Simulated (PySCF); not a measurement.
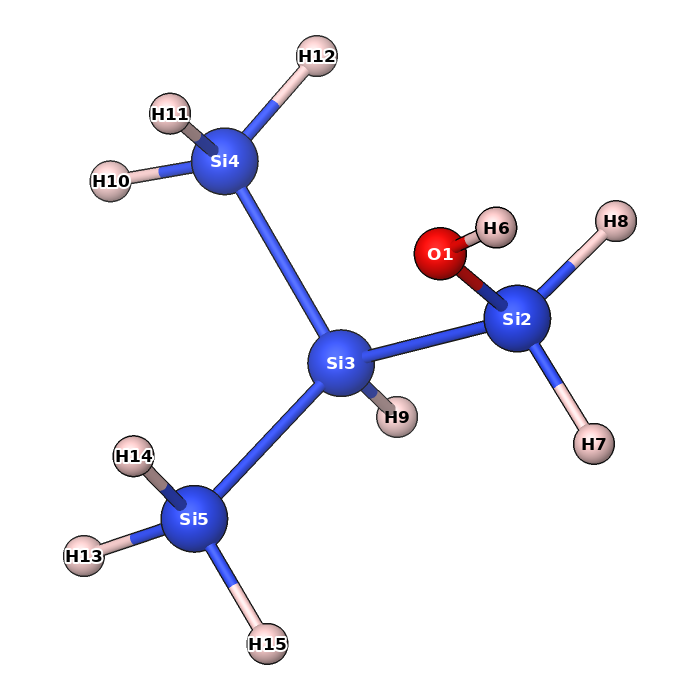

Computed geometry: PBE0-D3(BJ)/def2-SVP optimisation. No frequency run is at hand to confirm it as a minimum. Method: TDDFT B3LYP/def2-SVPD, vertical, gas phase, core orbitals frozen in the response (PySCF 2.14.0), and the same with a continuum solvent (IEF-PCM, Bondi radii x 1.2, gas-phase geometry).

How do dipole (D), HOMO–LUMO gap (eV), lowest singlet (eV) change in chloroform (ε = 4.7), acetonitrile (ε = 35.7)?

```tsv
medium	dipole (D)	HOMO–LUMO gap (eV)	lowest singlet (eV)
gas phase	1.34	6.77	5.88
chloroform	1.61	6.85	5.93
acetonitrile	1.73	6.87	5.95
```
